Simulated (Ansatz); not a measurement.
# C4H11P (tert-butylphosphine): levels of theory compared

We compute a comparison of 6 runs (CAM-B3LYP/6-31G*, PBE-QIDH/6-31G*, SVWN5/6-31G*, B3LYP/6-31G*, CCSD/6-31G*, CCSD(T)/6-31G*) of C4H11P (tert-butylphosphine). 

The calculation is run with Ansatz 0.2.0.

54 further runs of the same task are left out: 54 set aside as unsound or not needed.

**1. Starting point**

C4H11P has 16 atoms, charge 0, and is taken as a singlet. SMILES: `CC(C)(C)P`. The C1–H8 distance was set to 1.966 Å, away from the relaxed value. At this shape a bond of the SMILES string is far longer than usual.

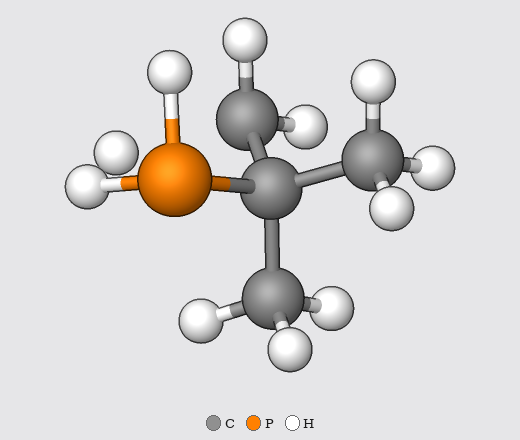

Viewed from a chosen angle; carbon grey, phosphorus orange, hydrogen white.

**2. The energy at CAM-B3LYP/6-31G(d) (spherical functions) (run 1)**

File molecule.yaml:

```yaml
crystal:
  periodic: [false, false, false]
  atoms:
    - {symbol: C, position_ang: [0.089511, 0.852216, -1.047588]}
    - {symbol: C, position_ang: [0.867201, 0.239546, 0.109122]}
    - {symbol: C, position_ang: [2.310771, 0.736166, 0.090632]}
    - {symbol: C, position_ang: [0.843461, -1.283584, 0.007252]}
    - {symbol: P, position_ang: [0.150731, 0.691216, 1.778372]}
    - {symbol: H, position_ang: [0.089041, 1.943366, -0.993618]}
    - {symbol: H, position_ang: [0.540901, 0.563116, -2.003998]}
    - {symbol: H, position_ang: [-1.780850, 0.244920, -1.055490]}
    - {symbol: H, position_ang: [2.892231, 0.310986, 0.912552]}
    - {symbol: H, position_ang: [2.360311, 1.825646, 0.168782]}
    - {symbol: H, position_ang: [2.793981, 0.447516, -0.848518]}
    - {symbol: H, position_ang: [-0.179269, -1.669924, 0.023172]}
    - {symbol: H, position_ang: [1.394241, -1.749584, 0.828182]}
    - {symbol: H, position_ang: [1.305421, -1.603174, -0.932578]}
    - {symbol: H, position_ang: [0.002131, 2.085556, 1.542392]}
    - {symbol: H, position_ang: [-1.210459, 0.414746, 1.473992]}
basis:
  gaussian: {orbitals: 6-31G_st_-spherical.json}
output: {orbitals: {seedname: orbitals}}
accuracy: high
hamiltonian: {xc: {name: CAM-B3LYP}}
```

The basis set 6-31G* is read from a file made from the Basis Set Exchange's data (not shown).

Run with:

```
ansatz run molecule.yaml --threads 1 --pin off --max-ram 3480MiB --events-out events.jsonl --progress --plain --runs-dir runs
```

What it wrote:

```text
Warning: RAYON_NUM_THREADS=1 ignored (pool sized by the plan → 1); use --threads N
Functional definition: CAM-B3LYP
  name "CAM-B3LYP"
  parameter alpha = 0.19
  parameter beta = 0.46
  parameter omega = 0.33/bohr
  parameter ac = 0.81
  exchange = (1 - alpha - beta)*b88_x + beta*b88_x_sr(omega) + alpha*exact_x + beta*exact_x_lr(omega)
  correlation = (1 - ac)*vwn5_c + ac*lyp_c
2480 factors; integrals over basis functions are off by at most 4.0e-9 eV
520 factors; integrals over basis functions are off by at most 2.1e-9 eV
mean field evaluation 1: about -13603.8983 eV, gradient 4.5e1 eV
mean field evaluation 2: about -13602.5817 eV, gradient 4.9e1 eV
mean field evaluation 4: about -13609.2437 eV, gradient 2.3e0 eV
mean field evaluation 8: about -13609.5526 eV, gradient 1.6e-1 eV
mean field evaluation 16: about -13609.5527 eV, gradient 6.0e-5 eV
mean field -13609.55267276 eV, -500.1418358379 hartree, gradient 1.1e-8 eV, S^2 0.000000; 0 other end points of the search recorded, 0 dependent functions left out
reference -13609.55269304 eV, -500.1418365829 hartree; 25, 25 occupied and 71, 71 virtual orbitals, 2480 factors
Total energy: -13609.55269304 eV, -500.1418365829 hartree
```

Wall time 16 s (1 thread of Arm Neoverse V1, shared host); peak memory 0.45 GiB.

**3. The energy at PBE-QIDH/6-31G(d) (spherical functions) (run 2)**

File input.yaml:

```yaml
crystal:
  periodic: [false, false, false]
  atoms:
    - {symbol: C, position_ang: [0.089511, 0.852216, -1.047588]}
    - {symbol: C, position_ang: [0.867201, 0.239546, 0.109122]}
    - {symbol: C, position_ang: [2.310771, 0.736166, 0.090632]}
    - {symbol: C, position_ang: [0.843461, -1.283584, 0.007252]}
    - {symbol: P, position_ang: [0.150731, 0.691216, 1.778372]}
    - {symbol: H, position_ang: [0.089041, 1.943366, -0.993618]}
    - {symbol: H, position_ang: [0.540901, 0.563116, -2.003998]}
    - {symbol: H, position_ang: [-1.780850, 0.244920, -1.055490]}
    - {symbol: H, position_ang: [2.892231, 0.310986, 0.912552]}
    - {symbol: H, position_ang: [2.360311, 1.825646, 0.168782]}
    - {symbol: H, position_ang: [2.793981, 0.447516, -0.848518]}
    - {symbol: H, position_ang: [-0.179269, -1.669924, 0.023172]}
    - {symbol: H, position_ang: [1.394241, -1.749584, 0.828182]}
    - {symbol: H, position_ang: [1.305421, -1.603174, -0.932578]}
    - {symbol: H, position_ang: [0.002131, 2.085556, 1.542392]}
    - {symbol: H, position_ang: [-1.210459, 0.414746, 1.473992]}
basis:
  gaussian:
    orbitals: 6-31G_st_-spherical.json
hamiltonian:
  xc: {name: PBE-QIDH}
correlation:
  frozen_orbitals: {C: 1, H: 0, P: 5}
accuracy: high
output:
  orbitals: {seedname: orbitals}
```

The basis set 6-31G* is read from a file made from the Basis Set Exchange's data (not shown).

Run with:

```
ansatz run input.yaml --threads 1 --pin off --max-ram 3480MiB --events-out events.jsonl --progress --plain --runs-dir runs
```

What it wrote:

```text
Warning: RAYON_NUM_THREADS=1 ignored (pool sized by the plan → 1); use --threads N
Functional definition: PBE-QIDH
  name "PBE-QIDH"
  parameter a = 3^(-1/3)
  parameter c = 1/3
  exchange = (1 - a)*pbe_x + a*exact_x
  correlation = (1 - c)*pbe_c + c*(mp2_os + mp2_ss)
2480 factors; integrals over basis functions are off by at most 4.0e-9 eV
mean field evaluation 1: about -13587.9460 eV, gradient 3.3e1 eV
mean field evaluation 2: about -13588.0358 eV, gradient 3.3e1 eV
mean field evaluation 4: about -13591.2817 eV, gradient 4.2e0 eV
mean field evaluation 8: about -13591.3371 eV, gradient 1.6e-1 eV
mean field evaluation 16: about -13591.3372 eV, gradient 5.6e-5 eV
mean field -13591.33724429 eV, -499.4724311886 hartree, gradient 4.1e-8 eV, S^2 0.000000; 0 other end points of the search recorded, 0 dependent functions left out; unrestricted orbitals would lower it
9 core orbitals not correlated: weight in the atoms' cores, before any rotation towards them, 1.000 or more for the frozen orbitals, at most 0.000 for the correlated occupied ones
reference -13591.33724520 eV, -499.4724312219 hartree; 16, 16 occupied and 71, 71 virtual orbitals, 2480 factors
second order -20.16507565 eV of doubles, -0.00000000 eV of singles
Total energy: -13598.05893708 eV, -499.7194488425 hartree
```

Run time: 20 s. Hardware: 1 thread of Arm Neoverse V1, shared host; peak memory 0.39 GiB.

Run 3 isn't shown in full; the table further down has it.

**4. The energy at B3LYP/6-31G(d) (Cartesian functions) (run 4)**

File job.yaml:

```yaml
basis:
  gaussian:
    orbitals: "6-31G*"
crystal:
  periodic: [false, false, false]
  atoms:
    - {symbol: C, position_ang: [0.089511, 0.852216, -1.047588]}
    - {symbol: C, position_ang: [0.867201, 0.239546, 0.109122]}
    - {symbol: C, position_ang: [2.310771, 0.736166, 0.090632]}
    - {symbol: C, position_ang: [0.843461, -1.283584, 0.007252]}
    - {symbol: P, position_ang: [0.150731, 0.691216, 1.778372]}
    - {symbol: H, position_ang: [0.089041, 1.943366, -0.993618]}
    - {symbol: H, position_ang: [0.540901, 0.563116, -2.003998]}
    - {symbol: H, position_ang: [-1.780850, 0.244920, -1.055490]}
    - {symbol: H, position_ang: [2.892231, 0.310986, 0.912552]}
    - {symbol: H, position_ang: [2.360311, 1.825646, 0.168782]}
    - {symbol: H, position_ang: [2.793981, 0.447516, -0.848518]}
    - {symbol: H, position_ang: [-0.179269, -1.669924, 0.023172]}
    - {symbol: H, position_ang: [1.394241, -1.749584, 0.828182]}
    - {symbol: H, position_ang: [1.305421, -1.603174, -0.932578]}
    - {symbol: H, position_ang: [0.002131, 2.085556, 1.542392]}
    - {symbol: H, position_ang: [-1.210459, 0.414746, 1.473992]}
output: {orbitals: {seedname: orbitals}}
accuracy: high
hamiltonian:
  xc: {name: B3LYP}
```

Run with:

```
ansatz run job.yaml --threads 1 --pin off --max-ram 3480MiB --events-out events.jsonl --progress --plain --runs-dir runs
```

What it wrote:

```text
Warning: RAYON_NUM_THREADS=1 ignored (pool sized by the plan → 1); use --threads N
Functional definition: B3LYP
  name "B3LYP"
  parameter a0 = 0.2
  parameter ax = 0.72
[... 1 set-up line as earlier in the session ...]
  exchange = (1 - a0 - ax)*slater_x + ax*b88_x + a0*exact_x
  correlation = (1 - ac)*vwn_rpa_c + ac*lyp_c
2515 factors; integrals over basis functions are off by at most 4.0e-9 eV
mean field evaluation 1: about -13603.0030 eV, gradient 6.1e1 eV
mean field evaluation 2: about -13589.3396 eV, gradient 8.8e1 eV
mean field evaluation 4: about -13612.7967 eV, gradient 5.8e0 eV
mean field evaluation 8: about -13613.1244 eV, gradient 9.5e-1 eV
mean field evaluation 16: about -13613.1272 eV, gradient 2.0e-4 eV
mean field -13613.12724615 eV, -500.2731989869 hartree, gradient 7.8e-8 eV, S^2 0.000000; 0 other end points of the search recorded, 0 dependent functions left out
reference -13613.12728790 eV, -500.2732005211 hartree; 25, 25 occupied and 76, 76 virtual orbitals, 2515 factors
Total energy: -13613.12728790 eV, -500.2732005211 hartree
```

Wall time 14 s (1 thread of Arm Neoverse V1, shared host); peak memory 0.41 GiB.

Run 5 isn't shown in full; the table further down has it.

**5. A single-point energy at CCSD(T)/6-31G(d) (spherical functions) (run 6)**

File job.yaml:

```yaml
crystal:
  periodic: [false, false, false]
  atoms:
    - symbol: C
      position_ang: [0.089511, 0.852216, -1.047588]
    - symbol: C
      position_ang: [0.867201, 0.239546, 0.109122]
    - symbol: C
      position_ang: [2.310771, 0.736166, 0.090632]
    - symbol: C
      position_ang: [0.843461, -1.283584, 0.007252]
    - symbol: P
      position_ang: [0.150731, 0.691216, 1.778372]
    - symbol: H
      position_ang: [0.089041, 1.943366, -0.993618]
    - symbol: H
      position_ang: [0.540901, 0.563116, -2.003998]
    - symbol: H
      position_ang: [-1.780850, 0.244920, -1.055490]
    - symbol: H
      position_ang: [2.892231, 0.310986, 0.912552]
    - symbol: H
      position_ang: [2.360311, 1.825646, 0.168782]
    - symbol: H
      position_ang: [2.793981, 0.447516, -0.848518]
    - symbol: H
      position_ang: [-0.179269, -1.669924, 0.023172]
    - symbol: H
      position_ang: [1.394241, -1.749584, 0.828182]
    - symbol: H
      position_ang: [1.305421, -1.603174, -0.932578]
    - symbol: H
      position_ang: [0.002131, 2.085556, 1.542392]
    - symbol: H
      position_ang: [-1.210459, 0.414746, 1.473992]
basis:
  gaussian: {orbitals: 6-31G_st_-spherical.json}
correlation: {method: ccsd_t, frozen_orbitals: {C: 1, H: 0, P: 5}}
accuracy: high
scf: {omitted_lower_state_checks: [cluster_reference, increment]}
```

The basis set 6-31G* is read from a file made from the Basis Set Exchange's data (not shown).

Run with:

```
ansatz run job.yaml --threads 1 --pin off --max-ram 3480MiB --events-out events.jsonl --progress --plain --runs-dir runs
```

What it wrote:

```text
Warning: RAYON_NUM_THREADS=1 ignored (pool sized by the plan → 1); use --threads N
[... 11 lines left out ...]
9 core orbitals not correlated: weight in the atoms' cores, before any rotation towards them, 1.000 or more for the frozen orbitals, at most 0.000 for the correlated occupied ones
[... 26 lines left out ...]
Total energy: -13583.71296829 eV, -499.1922442133 hartree
Checks for a lower state left out: cluster_reference, increment
```

Run time: 44 s. Hardware: 1 thread of Arm Neoverse V1, shared host; peak memory 0.7 GiB.

**6. All runs side by side**

| run | level | frozen core orbitals | Cartesian functions | energy (Eh) | HOMO energy (eV) | LUMO energy (eV) | HOMO–LUMO gap (eV) | wall time |
| --- | --- | --- | --- | --- | --- | --- | --- | --- |
| 1 | CAM-B3LYP/6-31G* (spherical functions) | – | no | -500.141837 | -8.19 | -0.13 | 8.06 | 16 s |
| 2 | PBE-QIDH/6-31G* (spherical functions) | 9 | no | -499.719449 | -8.71 | 0.69 | 9.40 | 20 s |
| 3 | SVWN5/6-31G* (spherical functions) | – | no | -497.453799 | -5.73 | -2.34 | 3.39 | 8.1 s |
| 4 | B3LYP/6-31G* (Cartesian functions) | – | yes | -500.273201 | -6.67 | -1.55 | 5.11 | 14 s |
| 5 | CCSD/6-31G* (spherical functions) | 9 | no | -499.166929 | – | – | – | 30 s |
| 6 | CCSD(T)/6-31G* (spherical functions) | 9 | no | -499.192244 | – | – | – | 44 s |

**7. What came out**

```
                                          quantity          value
                               run 6: total energy  -499.19224 Eh
run 6: correlation energy (9 core orbitals frozen)     -752.5 mEh
                             run 6: (T) correction     -25.32 mEh
                              run 6: T1 diagnostic          0.015
```

**Reading.** Over runs 1, 2, 3, 4 the HOMO–LUMO gap runs from 3.39 eV (SVWN5/6-31G*) to 9.40 eV (PBE-QIDH/6-31G*). A double hybrid's value is that of its SCF part. Totals of different functionals can't be ranked against each other. In runs 2, 5, 6 the log says that unrestricted orbitals would lower the reference, so the values rest on an unstable closed-shell determinant (other closed-shell runs at this shape may share the fault). In runs 1, 2, 3, 4, 5, 6 a closed-shell determinant meets a far-stretched bond, which it describes badly. All runs together took 2.2 min, the longest 44 s.
